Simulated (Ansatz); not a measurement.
Consider Mg$_{2}$I.

```
Mg I
1.0
     3.96384    0.00000    0.00000
    -1.98192    3.43279    0.00000
     0.00000    0.00000   19.58306
Mg I
6 3
Cartesian
  1.9819 1.1443 2.2393
  0.0000 2.2885 8.7669
  0.0000 0.0000 15.2946
  0.0000 0.0000 4.2885
  1.9819 1.1443 10.8161
  0.0000 2.2885 17.3437
  0.0000 0.0000 0.0000
  1.9819 1.1443 6.5276
  0.0000 2.2885 13.0554
```

Space group R-3m; started from the cadmium chloride_166 prototype, which need not be the ambient phase; computed without spin polarisation.

Theory: DFT PBE, scalar-relativistic, plane waves, PAW in Ansatz 0.2.0.

### Predict the valence pseudo-density and electron localisation function between the atoms.

Mg–I (3.20 Å): the density is about 0.16 e/Å³ at the midpoint, with its minimum of 0.09 e/Å³ about 1.2 Å from Mg; the ELF peaks at about 0.75 in the valence shell of I, 1.3 Å from its nucleus, and is about 0.60 at the midpoint.

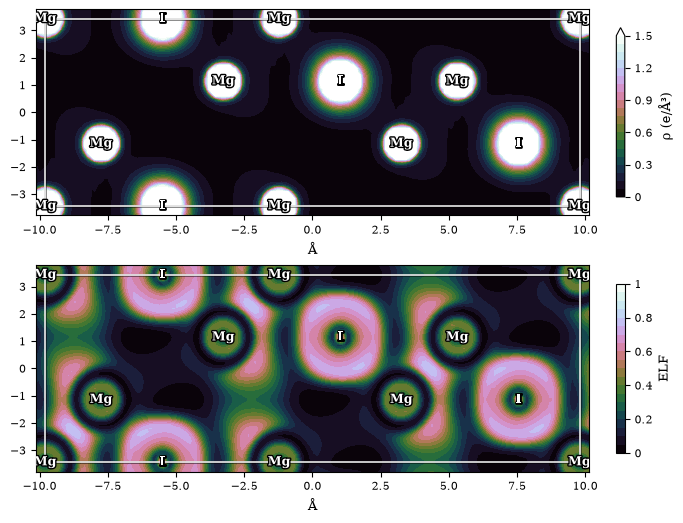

Computed valence pseudo-density and electron localisation function on the (110) plane of the conventional cell, in this order. 

Core electrons are frozen (PAW), and the valence fields are smoothed inside the atomic spheres.
